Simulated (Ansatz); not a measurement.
# CH5AlOSi: the cost of one run

Method: the settings change from run to run; program: Ansatz 0.2.0, Gaussian basis.

### Step 1. The geometry

The geometry comes from an earlier relaxation with PBE0-D4 in a triple-zeta def2 set; it is a stationary point, not always the lowest conformer.

9 atoms, charge 0, spin multiplicity 1.

Atoms are counted from 1 here; the program's logs count them from 0.

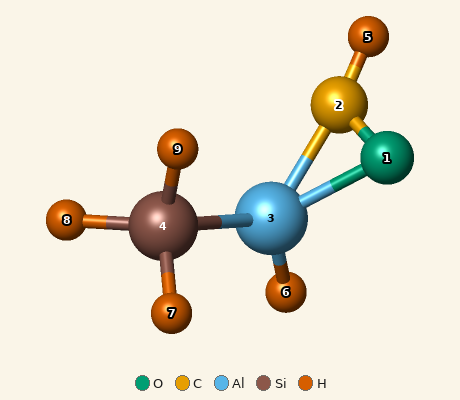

The geometry (oxygen teal, carbon amber, aluminium blue, silicon brown, hydrogen orange); atoms are numbered from 1 in the order of the file.

### Step 2. PBE/def2-TZVP

Options: high accuracy.

The input, in.yaml:

```yaml
crystal:
  periodic: [false, false, false]
  atoms:
    - {symbol: O, position_ang: [1.272848, 1.503663, -0.774340]}
    - {symbol: C, position_ang: [0.941960, 0.760885, -1.723169]}
    - {symbol: Al, position_ang: [0.929392, -0.314784, -0.107610]}
    - {symbol: Si, position_ang: [-1.198553, -0.498592, 1.078493]}
    - {symbol: H, position_ang: [0.904350, 1.217000, -2.727515]}
    - {symbol: H, position_ang: [2.278953, -1.074468, 0.214137]}
    - {symbol: H, position_ang: [-1.048393, -0.292082, 2.547837]}
    - {symbol: H, position_ang: [-1.803359, -1.849584, 0.889966]}
    - {symbol: H, position_ang: [-2.188699, 0.501662, 0.585104]}
basis:
  gaussian: {orbitals: def2-TZVP}
hamiltonian: {xc: {name: PBE}}
accuracy: high
```

Command:

```
$ ansatz run in.yaml --threads 2 --pin off --events-out ev --progress --plain --max-ram 4352MiB
```

What time and memory should one allow on 2 threads of Arm Neoverse V1, shared host?

About 9.5 s, with a peak of 0.61 GiB.
